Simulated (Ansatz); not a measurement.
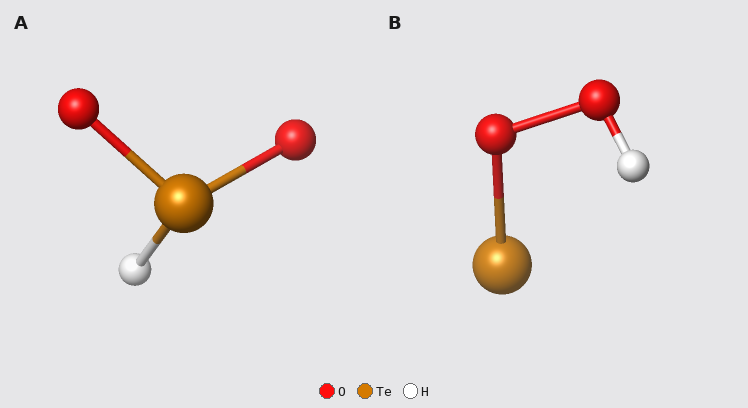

2 stationary structures of one formula. State: charge −1, singlet. Geometries: PBE0-D4/def2-TZVPD. Electronic energies: r2SCAN-D4/def2-TZVPPD (Ansatz 0.2.0), without zero-point energy. No frequency run is at hand to confirm each as a minimum.

Which structure is the most stable?

Answer. A is lowest (Cs); B lies 112.2 kJ/mol above it (C1).

Give E(B) − E(A) in kJ/mol at these levels too: PBE0-D4/def2-TZVPD; PBE-D4/def2-TZVPPD; ωB97M-V/def2-TZVPPD; r2SCAN-D4/def2-TZVPPD; B3LYP-D4/def2-TZVPPD; PBE0-D4/def2-TZVPPD; RHF-CCSD(T) (frozen core)/def2-TZVPPD.

```csv
level,E(B) − E(A) (kJ/mol)
PBE0-D4/def2-TZVPD,+95.5
PBE-D4/def2-TZVPPD,+110.8
ωB97M-V/def2-TZVPPD,+80.6
r2SCAN-D4/def2-TZVPPD,+112.2
B3LYP-D4/def2-TZVPPD,+94.7
PBE0-D4/def2-TZVPPD,+92.7
RHF-CCSD(T) (frozen core)/def2-TZVPPD,+108.8
```
